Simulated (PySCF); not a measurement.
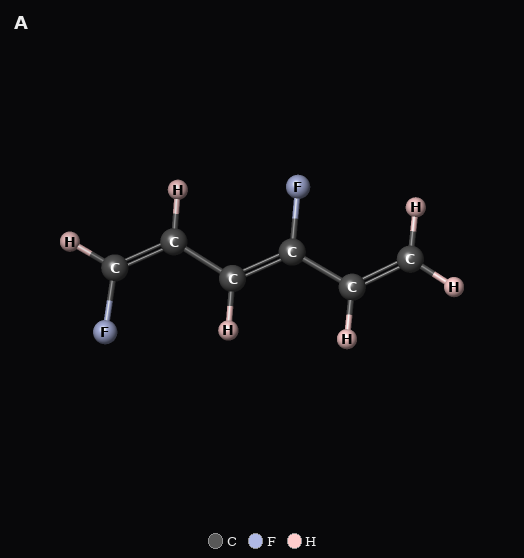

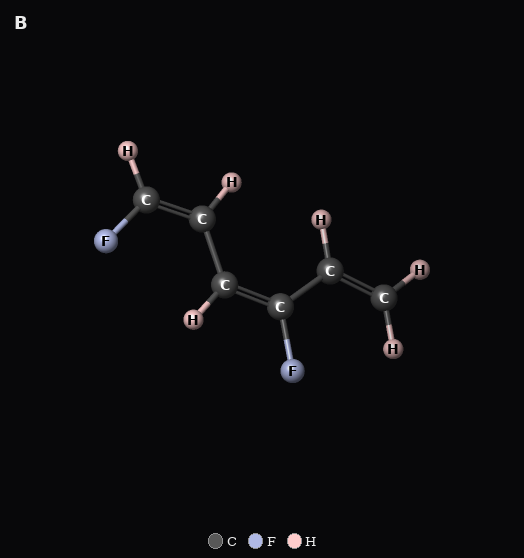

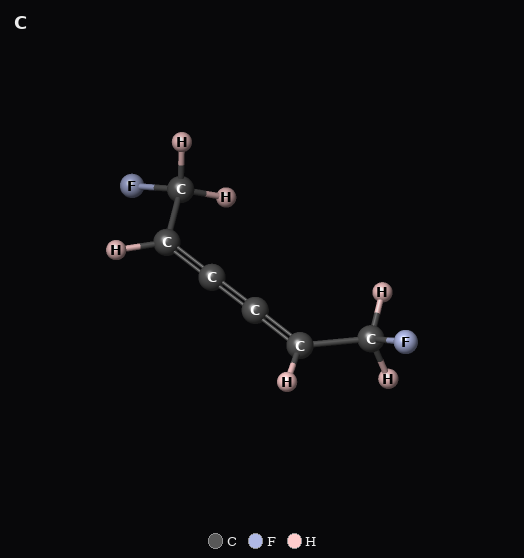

3 stationary structures of one formula. Geometries: GFN2-xTB. Electronic energies: PBE0/pcSseg-1 (PySCF 2.14.0), without zero-point energy. No frequency run is at hand to confirm each as a minimum. Each is one conformer, not always the lowest.

Which structure is the most stable?

A is lowest; B lies 0.103 eV above it, C lies 1.413 eV above it. A is `C=C/C(F)=C/C=C\F`, B is `C=C/C(F)=C\C=C/F`, C is `FCC=C=C=CCF`.
